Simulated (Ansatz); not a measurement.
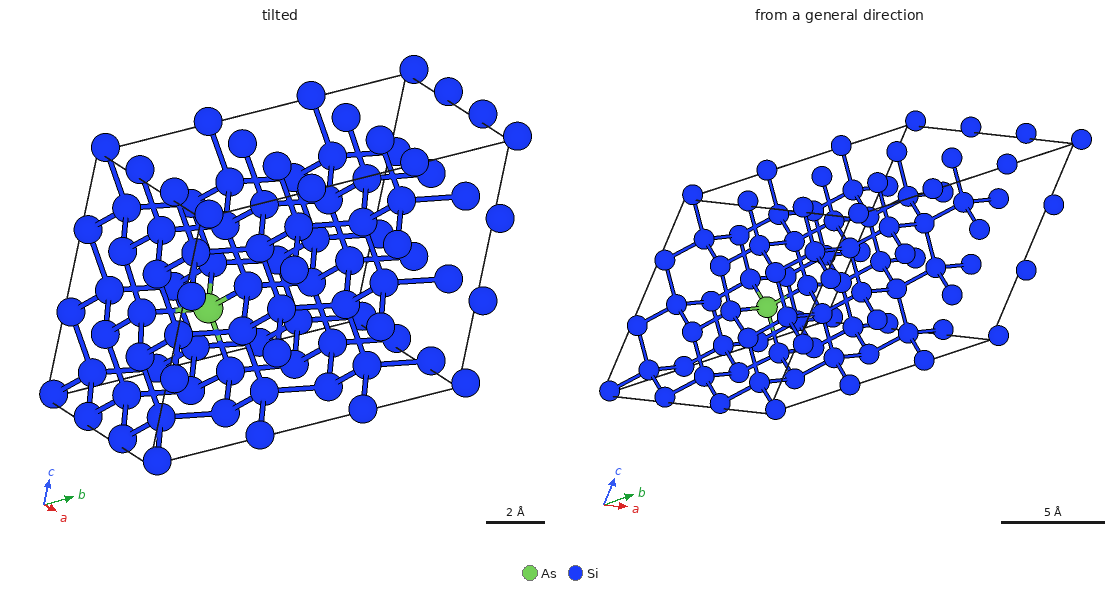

Ball-and-stick drawing of the structure, looking slightly off an axis and from a general direction. The supercell is outlined; an atom on or near a face, edge or corner is repeated at each equivalent position. The host is Si, in a cell of 54 sites, and the cell is neutral.

**What defect is present?**

Arsenic on a silicon site (a substitutional impurity). It is bonded to four Si in a tetrahedral arrangement at about 2.4 Å.

Computational set-up: DFT PBE, scalar-relativistic, plane waves, PAW in Ansatz 0.2.0, plane waves up to 420 eV, Brillouin-zone sampling on a 2×2×2 mesh, Gaussian smearing of 0.01 eV, collinear spins.

**Does the defect carry a magnetic moment?**

No net moment.

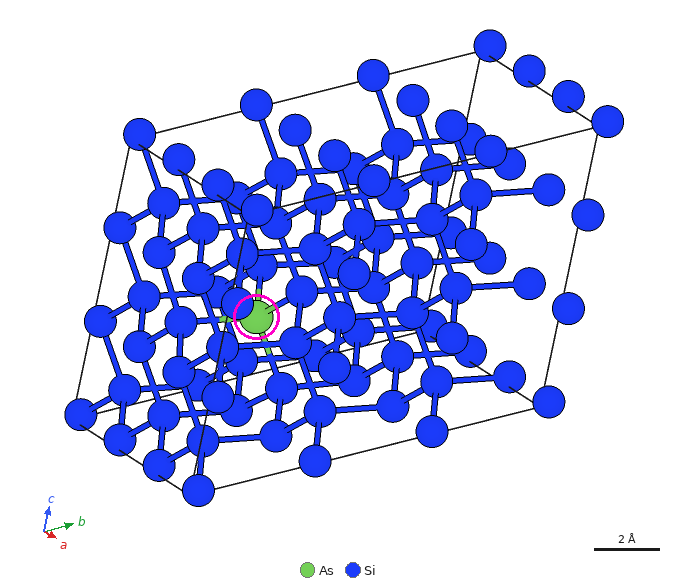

The same cell with a ring at the defect's site.

The atoms were relaxed in the host's cell with Ansatz 0.2.0, DFT PBE, scalar-relativistic, plane waves, PAW.
